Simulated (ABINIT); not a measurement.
# SnPbSe3 (Pm-3m): zone-centre phonons

Which modes does SnPbSe3 (Pm-3m) have at the zone centre?

Calculated with ABINIT 10.8.3; DFT LDA, scalar-relativistic, plane waves, HGH norm-conserving pseudopotentials.

The structure was built from a prototype and need not be the compound's stable phase.

**1. Starting point**

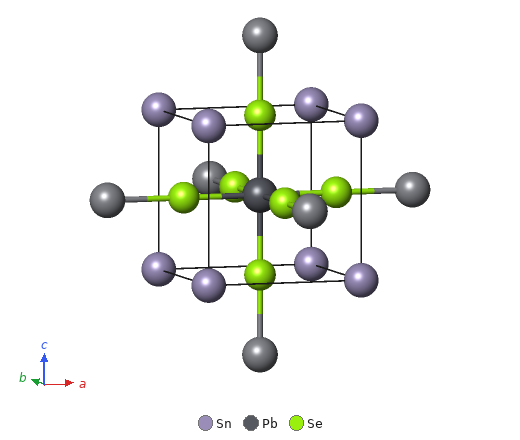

Start, viewed slightly off an axis; tin purple, lead dark grey, selenium green. Some periodic images of atoms are drawn too.

**2. A probe with smearing**

A first run with smearing and empty bands tells whether the crystal has a gap, which decides between fixed occupations and smearing later on.

File probe.abi:

```
# ground state
tolvrs 1.0d-08
prtden 1
prtwf 1

# basis, mesh and filling
ecut 20.0
ixc 7
ngkpt 4 4 4
nshiftk 1
shiftk 0.0 0.0 0.0
istwfk *1
occopt 7
tsmear 0.005
nband 20
nstep 100
diemac 9.0
prtebands 0
prtgsr 0

# cell and atoms
acell 10.20414313 10.20414313 10.20414313
rprim 
    1.0 0.0 0.0
    0.0 1.0 0.0
    0.0 0.0 1.0
ntypat 3
znucl 50 82 34
natom 5
typat 1 2 3 3 3
xred 
    0.0 0.0 0.0
    0.5 0.5 0.5
    0.5 0.5 0.0
    0.5 0.0 0.5
    0.0 0.5 0.5
pp_dirpath "./pseudo"
pseudos "Sn.hgh, Pb.hgh, Se.hgh"
```

The run is started by

```bash
> OMP_NUM_THREADS=1 mpirun -n 4 abinit probe.abi > probe.log
```

Numbers of over 12 decimals in the logs are rounded to 6 here.

probe.abo, the main output file:

```text
[banners, grids, parts of the stress and lines that vanish by symmetry left out]
- input  file    -> probe.abi
- output file    -> probe.abo
- root for input  files -> probei
[...]
Symmetries : space group Pm -3 m (#221); Bravais cP (primitive cubic)
[...]
mpw =        4632          nfft =       91125          nkpt =          10
[...]
== DATASET  1 ==================================================================
[...]
cutoff_energies: {ecut:  20.0, pawecutdg:  -1.0, }
[...]
Exchange-correlation functional for the present dataset will be:
  LDA: Perdew-Wang 92 LSD fit to Ceperley-Alder data - ixc=7
[...]
ETOT  1  -35.543609823562    -3.554E+01 2.801E-02 4.282E+02
 ETOT  2  -35.628813792410    -8.520E-02 1.243E-03 4.668E+01
 ETOT  3  -35.641896446683    -1.308E-02 7.265E-04 1.072E+01
 ETOT  4  -35.643870987474    -1.975E-03 1.225E-04 7.813E-02
 ETOT  5  -35.643884086693    -1.310E-05 7.345E-05 1.529E-03
 ETOT  6  -35.643884241739    -1.550E-07 3.584E-05 2.026E-05
 ETOT  7  -35.643884244317    -2.578E-09 2.220E-05 2.594E-06
 ETOT  8  -35.643884244709    -3.915E-10 1.459E-05 4.466E-08
 ETOT  9  -35.643884244715    -6.402E-12 9.507E-06 3.134E-10
 At SCF step    9       vres2   =  3.13E-10 < tolvrs=  1.00E-08 =>converged.
[...]
sigma(1 1)=  1.41883790E-04  sigma(3 2)=  0.00000000E+00
  sigma(2 2)=  1.41883790E-04  sigma(3 1)=  0.00000000E+00
  sigma(3 3)=  1.41883790E-04  sigma(2 1)=  0.00000000E+00
[...]
convergence: {deltae: -6.402E-12, res2:  3.134E-10, residm:  9.507E-06, diffor: null, }
etotal    :  -3.56438842E+01
[...]
sigma(1 1)=  1.41883790E-04  sigma(3 2)=  0.00000000E+00
  sigma(2 2)=  1.41883790E-04  sigma(3 1)=  0.00000000E+00
  sigma(3 3)=  1.41883790E-04  sigma(2 1)=  0.00000000E+00
[...]
- sigma(1 1)=  4.17436523E+00  sigma(3 2)=  0.00000000E+00
- sigma(2 2)=  4.17436523E+00  sigma(3 1)=  0.00000000E+00
- sigma(3 3)=  4.17436523E+00  sigma(2 1)=  0.00000000E+00
[...]
fcart     -0.0000000000E+00 -0.0000000000E+00 -0.0000000000E+00
           strten      1.4188379045E-04  1.4188379045E-04  1.4188379045E-04
================================================================================

[key lines of the parts left out:]
pressure_GPa:  -4.1744E+00
```

It took 17 s on 4 MPI ranks of Arm Neoverse N1, shared host; 68 s of CPU time.

This step gave:

- volume per atom: 31.49 Å³
- pressure: -4.174 GPa
- gap on the k-mesh: 0 eV

No gap opens on this mesh, so smearing is kept; the printed pressure holds the stress of the finite basis too.

**3. Rough relaxation**

The typed start is rough, so a first relaxation with smearing and loose thresholds takes it towards rest cheaply.

File prerelax.abi:

```
# relaxation
ionmov 2
optcell 2
dilatmx 1.15
chkdilatmx 0
ntime 40
tolmxf 3.0d-04
tolvrs 1.0d-10
prtwf 0
prtden 0
chksymtnons 0

# basis, mesh and filling
ecut 21.0
ecutsm 3.0
ixc 7
ngkpt 4 4 4
nshiftk 1
shiftk 0.0 0.0 0.0
istwfk *1
occopt 7
tsmear 0.005
nband 20
nstep 100
diemac 1000000.0
prtebands 0
prtgsr 0

# cell and atoms
acell 10.20414313 10.20414313 10.20414313
rprim 
    1.0 0.0 0.0
    0.0 1.0 0.0
    0.0 0.0 1.0
ntypat 3
znucl 50 82 34
natom 5
typat 1 2 3 3 3
xred 
    0.0 0.0 0.0
    0.5 0.5 0.5
    0.5 0.5 0.0
    0.5 0.0 0.5
    0.0 0.5 0.5
pp_dirpath "./pseudo"
pseudos "Sn.hgh, Pb.hgh, Se.hgh"
```

The run is started by

```bash
> OMP_NUM_THREADS=1 mpirun -n 4 abinit prerelax.abi > prerelax.log
```

prerelax.abo, the main output file:

```text
[banners, grids, parts of the stress and lines that vanish by symmetry left out]
- input  file    -> prerelax.abi
- output file    -> prerelax.abo
- root for input  files -> prerelaxi
[...]
Symmetries : space group Pm -3 m (#221); Bravais cP (primitive cubic)
[...]
mpw =        7464          nfft =      125000          nkpt =          10
[...]
== DATASET  1 ==================================================================
[...]
cutoff_energies: {ecut:  21.0, pawecutdg:  -1.0, }
[...]
Exchange-correlation functional for the present dataset will be:
  LDA: Perdew-Wang 92 LSD fit to Ceperley-Alder data - ixc=7
[...]
ETOT  1  -35.544262946355    -3.554E+01 1.276E-02 5.858E+02
 ETOT  2  -35.638684708465    -9.442E-02 1.090E-03 1.920E+01
 ETOT  3  -35.642142404383    -3.458E-03 4.832E-04 6.860E+00
 ETOT  4  -35.642921750409    -7.793E-04 1.106E-04 3.107E-01
[...]
ETOT  8  -35.648368867475    -7.319E-13 1.140E-06 1.707E-12
 At SCF step    8       vres2   =  1.71E-12 < tolvrs=  1.00E-10 =>converged.
[...]
sigma(1 1)=  1.96760269E-06  sigma(3 2)=  0.00000000E+00
  sigma(2 2)=  1.96760269E-06  sigma(3 1)=  0.00000000E+00
  sigma(3 3)=  1.96760269E-06  sigma(2 1)=  0.00000000E+00
[...]
convergence: {deltae: -7.319E-13, res2:  1.707E-12, residm:  1.140E-06, diffor: null, }
etotal    :  -3.56483689E+01
[...]
At Broyd/MD step   4, gradients are converged :
[...]
sigma(1 1)=  1.96760269E-06  sigma(3 2)=  0.00000000E+00
  sigma(2 2)=  1.96760269E-06  sigma(3 1)=  0.00000000E+00
  sigma(3 3)=  1.96760269E-06  sigma(2 1)=  0.00000000E+00
[...]
- sigma(1 1)=  5.78888697E-02  sigma(3 2)=  0.00000000E+00
- sigma(2 2)=  5.78888697E-02  sigma(3 1)=  0.00000000E+00
- sigma(3 3)=  5.78888697E-02  sigma(2 1)=  0.00000000E+00
[...]
fcart     -0.0000000000E+00 -0.0000000000E+00 -0.0000000000E+00
           strten      1.9676026889E-06  1.9676026889E-06  1.9676026889E-06
================================================================================

[key lines of the parts left out:]
pressure_GPa:  -5.7889E-02
Total energy (etotal) [Ha]= -3.56483688674747E+01
```

It took 91 s on 4 MPI ranks; 6 min of CPU time.

Step by step:

| step | energy less that of the first step (eV) | largest force (eV/Å) | volume (Å³) |
| --- | --- | --- | --- |
| 1 | 0.0000 | 0.0000 | 157.45 |
| 2 | -0.0322 | 0.0000 | 155.83 |
| 3 | -0.1445 | 0.0000 | 143.04 |
| 4 | -0.1469 | 0.0000 | 144.70 |

| conventional cell, symmetrised | before | after | change |
| --- | --- | --- | --- |
| a (Å) | 5.400 | 5.250 | -2.8 % |
| b (Å) | 5.400 | 5.250 | -2.8 % |
| c (Å) | 5.400 | 5.250 | -2.8 % |
| volume (Å³/atom) | 31.49 | 28.94 | -8.1 % |

The relaxed structure:

```xyz
5
Lattice="5.2500 0.0000 0.0000 0.0000 5.2500 0.0000 0.0000 0.0000 5.2500" Properties=species:S:1:pos:R:3 pbc="T T T"
Sn    0.0000    0.0000    0.0000
Pb    2.6250    2.6250    2.6250
Se    2.6250    2.6250    0.0000
Se    2.6250    0.0000    2.6250
Se    0.0000    2.6250    2.6250
```

This step gave:

- volume per atom: 28.94 Å³
- pressure: -0.05789 GPa

The volume changes by -8.1 % in this run and stands -8.1 % from the first cell.

**4. Relaxation**

The harmonic expansion needs vanishing forces, and a free crystal bears no stress, so cell and atoms are brought to rest. Stress is more sensitive to the basis than forces are: the last 3 Ha under the cutoff are smoothed with ecutsm, and the cutoff is raised above that of the later runs.

File relax.abi:

```
# relaxation
ionmov 2
optcell 2
dilatmx 1.08
ntime 40
tolmxf 1.0d-05
tolvrs 1.0d-14
prtwf 0
prtden 0
chksymtnons 0

# basis, mesh and filling
ecut 26.0
ecutsm 3.0
ixc 7
ngkpt 4 4 4
nshiftk 1
shiftk 0.0 0.0 0.0
istwfk *1
occopt 6
tsmear 0.01
nband 20
nstep 100
diemac 1000000.0
prtebands 0
prtgsr 0

# cell and atoms
acell 9.921030015 9.921030015 9.921030015
rprim 
    1.0 0.0 0.0
    0.0 1.0 0.0
    0.0 0.0 1.0
ntypat 3
znucl 50 82 34
natom 5
typat 1 2 3 3 3
xred 
    0.0 0.0 0.0
    0.5 0.5 0.5
    0.5 0.5 0.0
    0.5 0.0 0.5
    0.0 0.5 0.5
pp_dirpath "./pseudo"
pseudos "Sn.hgh, Pb.hgh, Se.hgh"
```

The run is started by

```bash
> OMP_NUM_THREADS=1 mpirun -n 4 abinit relax.abi > relax.log
```

relax.abo, the main output file:

```text
[banners, grids, parts of the stress and lines that vanish by symmetry left out]
- input  file    -> relax.abi
- output file    -> relax.abo
- root for input  files -> relaxi
[...]
Symmetries : space group Pm -3 m (#221); Bravais cP (primitive cubic)
[...]
mpw =        7821          nfft =      125000          nkpt =          10
[...]
== DATASET  1 ==================================================================
[...]
cutoff_energies: {ecut:  26.0, pawecutdg:  -1.0, }
[...]
Exchange-correlation functional for the present dataset will be:
  LDA: Perdew-Wang 92 LSD fit to Ceperley-Alder data - ixc=7
[...]
ETOT  1  -35.565760562048    -3.557E+01 3.288E-02 5.516E+02
 ETOT  2  -35.651232558250    -8.547E-02 4.111E-03 1.585E+01
 ETOT  3  -35.654121676995    -2.889E-03 2.812E-03 5.029E+00
 ETOT  4  -35.654685313574    -5.636E-04 6.079E-04 1.971E-01
 ETOT  5  -35.654714238931    -2.893E-05 1.538E-04 6.971E-03
[...]
At SCF step   12       vres2   =  4.73E-17 < tolvrs=  1.00E-14 =>converged.
[...]
sigma(1 1)=  2.47291721E-06  sigma(3 2)=  0.00000000E+00
  sigma(2 2)=  2.47291721E-06  sigma(3 1)=  0.00000000E+00
  sigma(3 3)=  2.47291721E-06  sigma(2 1)=  0.00000000E+00
[...]
convergence: {deltae:  2.302E-12, res2:  4.725E-17, residm:  2.259E-05, diffor: null, }
etotal    :  -3.56547149E+01
[...]
ETOT  1  -35.654714840073    -3.565E+01 1.514E-01 4.673E-03
[...]
At SCF step    8       vres2   =  1.28E-15 < tolvrs=  1.00E-14 =>converged.
[...]
sigma(1 1)=  2.11373456E-06  sigma(3 2)=  0.00000000E+00
  sigma(2 2)=  2.11373456E-06  sigma(3 1)=  0.00000000E+00
  sigma(3 3)=  2.11373456E-06  sigma(2 1)=  0.00000000E+00
[...]
convergence: {deltae:  3.837E-13, res2:  1.283E-15, residm:  3.381E-03, diffor: null, }
etotal    :  -3.56547154E+01
[...]
ETOT  1  -35.654697024947    -3.565E+01 5.799E-06 1.595E-01
[...]
ETOT  8  -35.654716767563     8.882E-13 1.172E-06 2.858E-14
 ETOT  9  -35.654716767564    -3.340E-13 6.633E-07 7.863E-16
 At SCF step    9       vres2   =  7.86E-16 < tolvrs=  1.00E-14 =>converged.
[...]
sigma(1 1)= -4.80816084E-09  sigma(3 2)=  0.00000000E+00
  sigma(2 2)= -4.80816084E-09  sigma(3 1)=  0.00000000E+00
  sigma(3 3)= -4.80816084E-09  sigma(2 1)=  0.00000000E+00
[...]
convergence: {deltae: -3.340E-13, res2:  7.863E-16, residm:  6.633E-07, diffor: null, }
etotal    :  -3.56547168E+01
[...]
At Broyd/MD step   3, gradients are converged :
[...]
sigma(1 1)= -4.80816084E-09  sigma(3 2)=  0.00000000E+00
  sigma(2 2)= -4.80816084E-09  sigma(3 1)=  0.00000000E+00
  sigma(3 3)= -4.80816084E-09  sigma(2 1)=  0.00000000E+00
[...]
- sigma(1 1)= -1.41460976E-04  sigma(3 2)=  0.00000000E+00
- sigma(2 2)= -1.41460976E-04  sigma(3 1)=  0.00000000E+00
- sigma(3 3)= -1.41460976E-04  sigma(2 1)=  0.00000000E+00
[...]
fcart     -0.0000000000E+00 -0.0000000000E+00 -0.0000000000E+00
           strten     -4.8081608389E-09 -4.8081608378E-09 -4.8081608400E-09
================================================================================

[key lines of the parts left out:]
pressure_GPa:   1.4146E-04
Total energy (etotal) [Ha]= -3.56547167675635E+01
```

It took 76 s on 4 MPI ranks; 5 min of CPU time.

Little changed from the start: no atom moved by 0.005 Å and no cell edge by 0.1 %.

Numbers from this step:

| Quantity | Value |
| --- | --- |
| volume per atom | 28.90 Å³ |
| pressure | 1.41e-4 GPa |

The volume changes by -0.2 % in this run and stands -8.2 % from the first cell.

**5. Self-consistent run for the response**

The response is built on these wavefunctions, so the potential is converged far more tightly than an energy would need. Smearing stays on, as the first look found no gap above 0.3 eV.

File gs.abi:

```
# ground state
tolvrs 1.0d-16
prtden 1
prtwf 1

# basis, mesh and filling
ecut 20.0
ixc 7
ngkpt 4 4 4
nshiftk 1
shiftk 0.0 0.0 0.0
istwfk *1
occopt 6
tsmear 0.01
nband 20
nstep 100
diemac 1000000.0
prtebands 0
prtgsr 0

# cell and atoms
acell 9.915969282 9.915969282 9.915969282
rprim 
    1.0 0.0 0.0
    0.0 1.0 0.0
    0.0 0.0 1.0
ntypat 3
znucl 50 82 34
natom 5
typat 1 2 3 3 3
xred 
    0.0 0.0 0.0
    0.5 0.5 0.5
    0.5 0.5 0.0
    0.5 0.0 0.5
    0.0 0.5 0.5
pp_dirpath "./pseudo"
pseudos "Sn.hgh, Pb.hgh, Se.hgh"
```

The run is started by

```bash
> OMP_NUM_THREADS=1 mpirun -n 4 abinit gs.abi > gs.log
```

gs.abo, the main output file:

```text
[banners, grids, parts of the stress and lines that vanish by symmetry left out]
- input  file    -> gs.abi
- output file    -> gs.abo
- root for input  files -> gsi
[...]
Symmetries : space group Pm -3 m (#221); Bravais cP (primitive cubic)
[...]
mpw =        4224          nfft =       64000          nkpt =          10
[...]
== DATASET  1 ==================================================================
[...]
cutoff_energies: {ecut:  20.0, pawecutdg:  -1.0, }
[...]
Exchange-correlation functional for the present dataset will be:
  LDA: Perdew-Wang 92 LSD fit to Ceperley-Alder data - ixc=7
[...]
ETOT  1  -35.558982559199    -3.556E+01 2.689E-02 2.801E+02
 ETOT  2  -35.645034781597    -8.605E-02 9.916E-04 8.142E+00
 ETOT  3  -35.647928862034    -2.894E-03 3.982E-04 2.556E+00
 ETOT  4  -35.648484772544    -5.559E-04 1.470E-04 9.615E-02
 ETOT  5  -35.648512490791    -2.772E-05 1.026E-04 3.554E-03
[...]
ETOT 11  -35.648513164195    -1.776E-13 5.373E-06 7.188E-14
 ETOT 12  -35.648513164195     9.237E-14 3.285E-06 3.560E-17
 At SCF step   12       vres2   =  3.56E-17 < tolvrs=  1.00E-16 =>converged.
[...]
sigma(1 1)=  2.91134216E-05  sigma(3 2)=  0.00000000E+00
  sigma(2 2)=  2.91134216E-05  sigma(3 1)=  0.00000000E+00
  sigma(3 3)=  2.91134216E-05  sigma(2 1)=  0.00000000E+00
[...]
convergence: {deltae:  9.237E-14, res2:  3.560E-17, residm:  3.285E-06, diffor: null, }
etotal    :  -3.56485132E+01
[...]
sigma(1 1)=  2.91134216E-05  sigma(3 2)=  0.00000000E+00
  sigma(2 2)=  2.91134216E-05  sigma(3 1)=  0.00000000E+00
  sigma(3 3)=  2.91134216E-05  sigma(2 1)=  0.00000000E+00
[...]
- sigma(1 1)=  8.56546435E-01  sigma(3 2)=  0.00000000E+00
- sigma(2 2)=  8.56546435E-01  sigma(3 1)=  0.00000000E+00
- sigma(3 3)=  8.56546435E-01  sigma(2 1)=  0.00000000E+00
[...]
fcart     -0.0000000000E+00 -0.0000000000E+00 -0.0000000000E+00
           strten      2.9113421586E-05  2.9113421586E-05  2.9113421586E-05
================================================================================

[key lines of the parts left out:]
pressure_GPa:  -8.5655E-01
```

Wall time 17 s (4 MPI ranks).

Read from the output:

```
pressure : -0.8565 GPa
```

The cell stands at -0.86 GPa: the relaxation ran with a smoothed and higher cutoff, and the difference is a stress of the finite basis.

(Continued in part 2 of 4.)

[Host names and launcher messages were left out of these logs when they were recorded.]

[Logs are printed without paths, hosts, clocks, repeated set-up lines and the standing remarks that a program may print on its own settings, such as how far it seeks lower states.]

[Hosts, paths, dates, database ids (printed as entryN), source tags and the programs' standing remarks are cut or masked in the printed files.]
